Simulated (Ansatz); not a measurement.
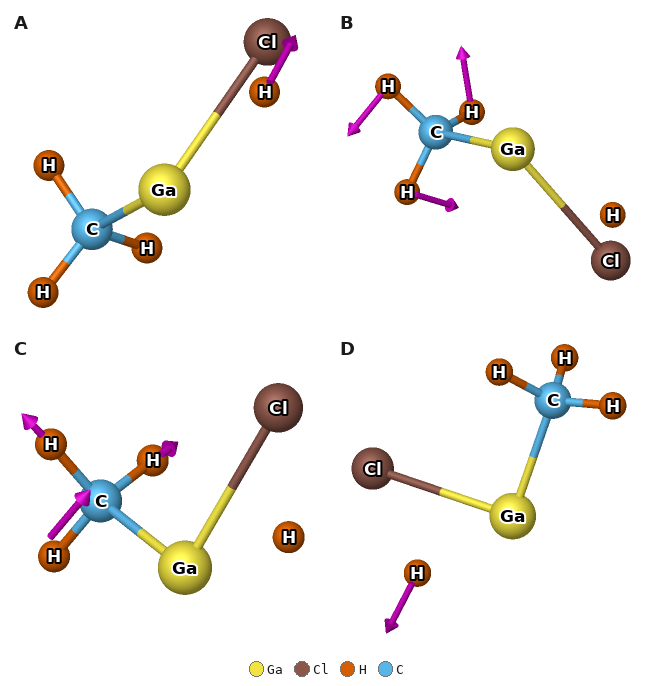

4 normal modes of one molecule or complex, as arrows. Harmonic vibrations computed with RKS PBE0-D4/def2-SVP (Ansatz 0.2.0) at a stationary point of the same level. It is a saddle point of order 1.

Match the panels to the wavenumbers 1087i cm⁻¹, 93 cm⁻¹, 927 cm⁻¹, 3187 cm⁻¹.

Answer. A: 1087i cm⁻¹
B: 93 cm⁻¹
C: 3187 cm⁻¹, out-of-phase stretching of 2 C–H bonds
D: 927 cm⁻¹
